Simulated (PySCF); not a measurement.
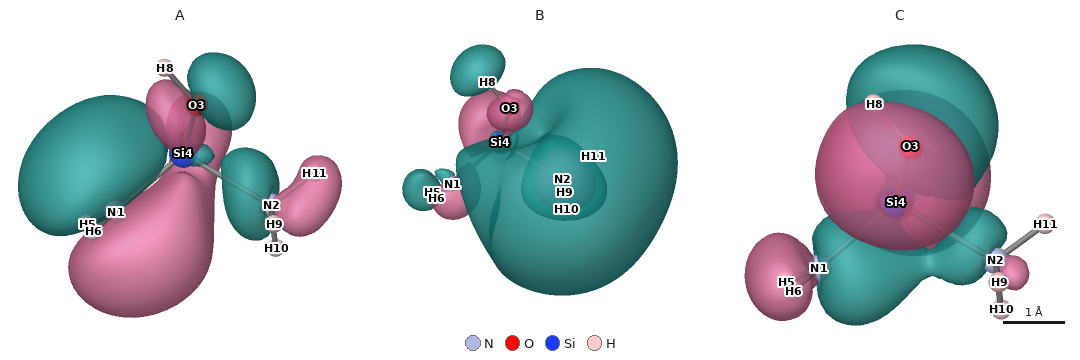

Figure. H7N2OSi (charge +1). Three frontier orbitals at ±0.05 Å⁻³ᐟ² (teal and pink are the two phases), in no order.

Geometry: PBE0-D3(BJ)/def2-SVP.

The calculation used Gaussian-basis quantum chemistry of an isolated molecule with PySCF, energy and nuclear gradient, functional PBE0 in PySCF 2.14.0.

| atom | x (Å) | y (Å) | z (Å) |
| --- | --- | --- | --- |
| N | -1.4378 | -0.8937 | -2.3339 |
| N | -0.8475 | -2.9301 | -0.3303 |
| O | 0.6537 | -0.8467 | -0.4249 |
| Si | -0.1502 | -1.6641 | -1.5843 |
| H | -1.6646 | -1.0469 | -3.3117 |
| H | -1.9578 | -0.1191 | -1.9331 |
| H | 0.6020 | -2.5307 | -2.5091 |
| H | 1.2025 | -0.0751 | -0.6063 |
| H | -1.2823 | -2.4430 | 0.4635 |
| H | -1.5561 | -3.5528 | -0.7340 |
| H | -0.1049 | -3.5193 | 0.0663 |

**Order the three orbitals by energy and name them.**

C is the HOMO−1 (−14.38 eV). By Hirshfeld shares it lies mainly on O3 (about 60 %), Si4 (about 15 %) and H7 (about 15 %). A is the HOMO (−12.87 eV). It lies mainly on N1 (about 70 %) and Si4 (about 15 %); largely a lone pair of N1. B is the LUMO (−4.68 eV). By Hirshfeld shares it lies mainly on H10 (about 20 %), H9 (about 20 %), H11 (about 20 %), N2 (about 15 %) and Si4 (about 15 %).

**What is the HOMO–LUMO gap?**

8.19 eV between the orbital energies.
